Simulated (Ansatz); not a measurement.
**CH2Si: density, localisation and related maps**

The calculation's input:

```
crystal:
  periodic: [false, false, false]
  atoms:
    - {symbol: C, position_ang: [-0.882304, 0.146876, 0.027049]}
    - {symbol: Si, position_ang: [0.791005, -0.335820, -0.312666]}
    - {symbol: H, position_ang: [1.111553, -1.206222, -1.468363]}
    - {symbol: H, position_ang: [1.906179, 0.119653, 0.550444]}
basis:
  gaussian: {orbitals: def2-TZVPP}
hamiltonian: {xc: pbe0, dispersion: d4}
output: {orbitals: {seedname: orbitals}}
```

Run with:

```sh
ansatz run in.yaml --threads 2 --pin off --events-out ev --progress --plain --max-ram 4352MiB
```

Geometry: PBE0-D4/def2-TZVP.

Theory: Ansatz 0.2.0, RKS PBE0-D4/def2-TZVPP.

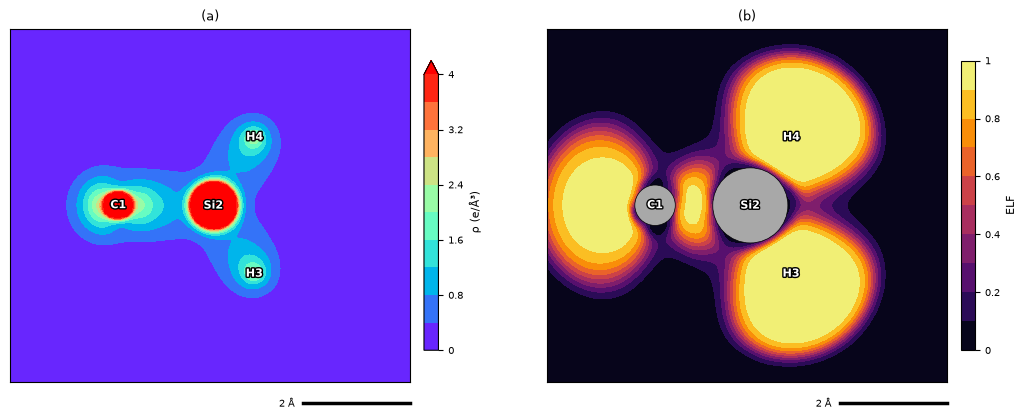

Figure 1. (a) total electron density; (b) electron localisation function on the molecular plane. Grey discs cover the atomic cores in the ELF map.

Q: Read the bonding off the picture.

A: The section cuts through C, Si and H sites. C–Si (1.77 Å): ρ at the midpoint is about 1.1 e/Å³; the ELF peaks at about 0.95 between the atoms; a covalent bond. Si–H (1.48 Å): ρ at the midpoint is about 0.81 e/Å³; the ELF climbs to about 1 towards the hydrogen, as it does in any bond to H. The ELF also peaks beside C1, away from the bonds: lone-pair regions.

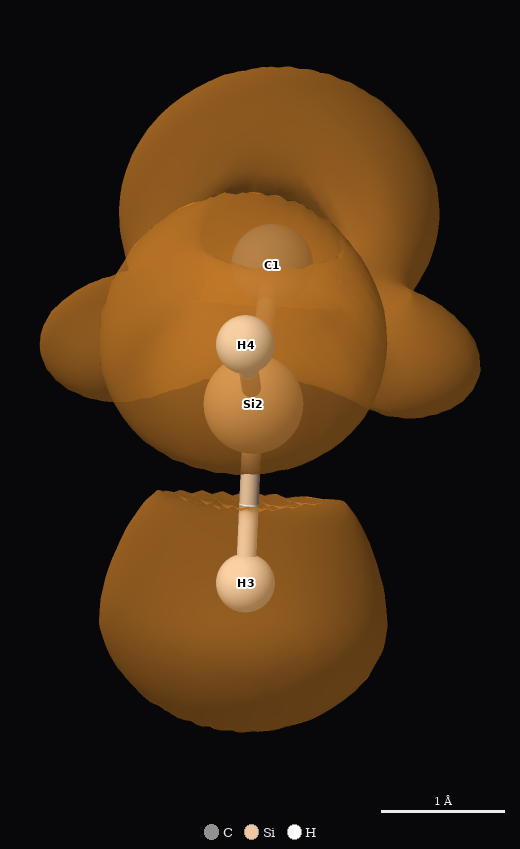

Figure 2. Isosurface of the ELF at 0.8 (orange), seen at an oblique angle. Core shells and regions of very low density are left out.

Q: Identify the bonds, lone pairs and shells in this picture.

A: The ELF exceeds this value in two regions around hydrogen nuclei and one joined region spread over several atoms (C, Si), in which their bonds and any lone pairs are merged.

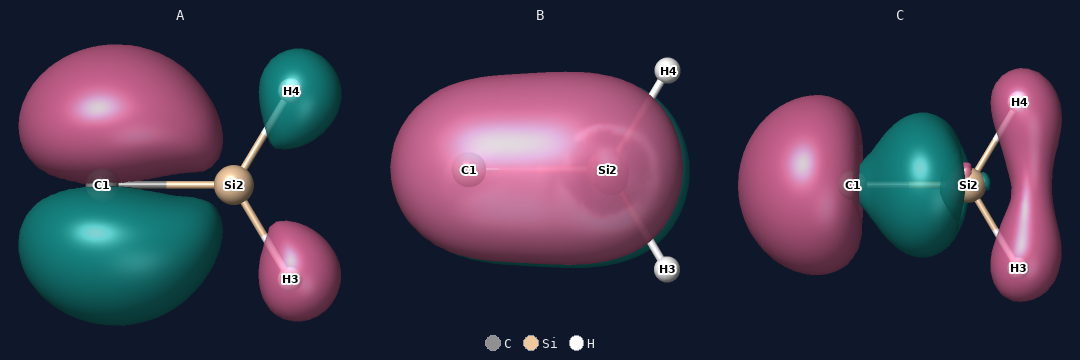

Figure 3. Three frontier orbitals at ±0.1 Å⁻³ᐟ² (teal and pink are the two phases), in no order.

Q: Order the three orbitals by energy and name them.

A: C is the HOMO−1 (−7.63 eV). By Hirshfeld shares it lies mainly on C1 (about 75 %) and Si2 (about 20 %); it is symmetric in the molecular plane (an in-plane orbital: σ, lone-pair or in-plane π type). B is the HOMO (−6.94 eV). Its weight (Hirshfeld) is mainly on C1 (about 50 %) and Si2 (about 45 %); it changes sign across the molecular plane (π type); π-bonding across C1–Si2. A is the LUMO (−3.96 eV). By Hirshfeld shares it lies mainly on C1 (about 75 %) and Si2 (about 20 %); it is symmetric in the molecular plane (an in-plane orbital: σ, lone-pair or in-plane π type).

Q: What is the HOMO–LUMO gap?

A: 2.98 eV between the orbital energies.
